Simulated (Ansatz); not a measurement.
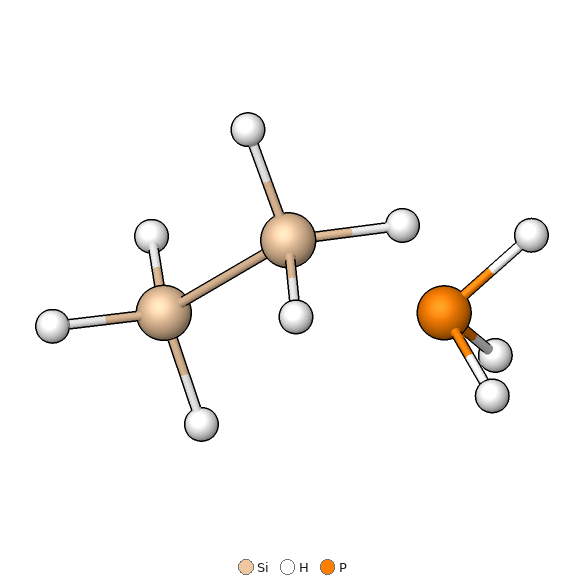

Harmonic vibrations computed with RKS PBE0-D4/def2-TZVP (Ansatz 0.2.0) at a stationary point of the same level.

Is this a minimum or a saddle point?

Answer. A minimum: no imaginary frequency, and the lowest mode lies at 35 cm⁻¹.

List the wavenumbers.

Answer. 30 modes: 35, 48, 52, 61, 100, 111, 183, 363, 380, 433, 622, 624, 837, 910, 925, 934, 941, 947, 1001, 1131, 1132, 2207, 2214, 2221, 2222, 2229, 2239, 2414, 2426, 2428 cm⁻¹.
